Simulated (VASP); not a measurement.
Band structure of CaO (rock salt). Calculation: LDA (Ceperley-Alder, Perdew-Zunger), VASP's LDA PAW potentials (set 64) (plane waves; VASP).

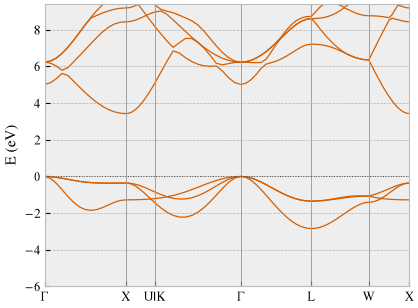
Bands along high-symmetry lines, zero at the valence-band maximum or, without a gap, the Fermi level

Read the plot: is there a gap, and where are the band edges?

The gap is indirect, 3.42 eV, from the valence maximum at Γ to the conduction minimum at X. (Edges off the drawn lines would not show.)

The compound is CaO in the rock salt structure. It was relaxed first, which changed the volume by -6 %.
